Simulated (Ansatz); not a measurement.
Band structure of Cr₃Cu (Pm-3m, 4 atoms in the cell).

```
CELL_PARAMETERS angstrom
      3.60192     0.00000     0.00000
      0.00000     3.60192     0.00000
      0.00000     0.00000     3.60192
ATOMIC_POSITIONS crystal
  Cr 0.00000 0.50000 0.50000
  Cr 0.50000 0.00000 0.50000
  Cr 0.50000 0.50000 0.00000
  Cu 0.00000 0.00000 0.00000
```

Level of theory: LDA (PW92), PAW files made with PBE (plane waves; Ansatz, an electronic-structure program).

Settings: kpoints.mp_grid.grid = 12 12 12; hamiltonian.xc = lda; hamiltonian.pseudopotentials = {kind: paw} (the program's default PAW files); scf.occupations.method = gaussian; scf.occupations.width = 0.1 eV; kpoints.band_path.npoints = 8.

The starting cell comes from a database of computed structures (which also holds hypothetical and non-ambient phases and stackings), without a prior relaxation at this level. Spin polarisation is off.

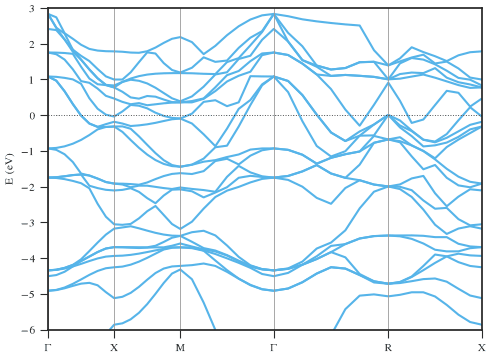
Bands along the path, energies from the Fermi level.

Levels in eV from the Fermi level, bands 27 to 34:
```tsv
point	27	28	29	30	31	32	33	34
Γ	-0.93	-0.93	1.08	1.08	1.08	1.75	1.75	2.41
X	-1.91	-0.32	-0.32	-0.18	-0.04	0.47	0.78	0.78
M	-1.62	-1.44	-1.44	-0.09	-0.09	0.36	0.36	0.39
R	-0.68	-0.68	0.01	0.01	0.01	0.91	1.00	1.00
```

Bands cross the Fermi level along this path, so the cell is metallic at this level.

Keys are those of Ansatz 0.2.
